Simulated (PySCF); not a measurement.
# C2H3F3 (Ethane, 1,1,2-trifluoro): the cost of one run

The runs use PySCF 2.14.0, with density-fitted response routines of our own; the level of theory stands in each step. All values are computed, except where a source is named. Atoms count from 0, in the outputs and in this text.

## Step 1: The molecule as given

8 atoms, charge 0, multiplicity 1; geometry from: MMFF94s. The atoms were then displaced at random by about 0.03 Å, so the start is not that level's minimum.

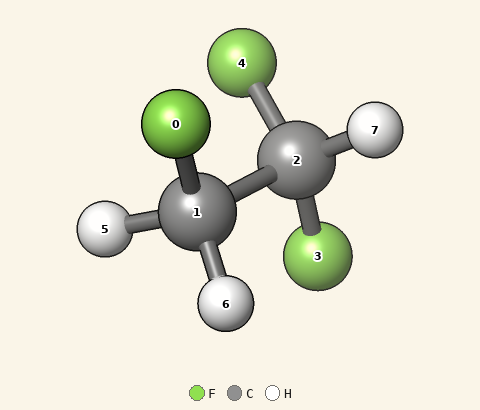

As it starts; fluorine green, carbon grey, hydrogen white, atoms numbered.

## Step 2: Optimising the geometry at PBE0-D3(BJ)/def2-SVP

What the job is given:

```
{"job": {"xc": "PBE0", "basis": "def2-SVP", "d3": "d3bj", "grid": 1, "shake": 0.03, "kind": "geom"}, "charge": 0, "multiplicity": 1}
F      1.443570    -1.108840     0.415780
C      0.727900     0.125160     0.119550
C     -0.794660    -0.117190    -0.090890
F     -1.294260     1.081340    -0.140390
F     -0.961170    -0.757600    -1.280800
H      1.179830     0.573300    -0.786510
H      0.951630     0.820310     0.958100
H     -1.114590    -0.702140     0.721450
```

Command:

```console
> OMP_NUM_THREADS=1 python probes_run.py task.json out
```

One launch serves the whole session: the jobs run in the order shown.

**Question.** How long does this first job take on 1 thread of Arm Neoverse V1, shared host, and how much memory does it need?

About 13 s, with a peak of 0.34 GiB.
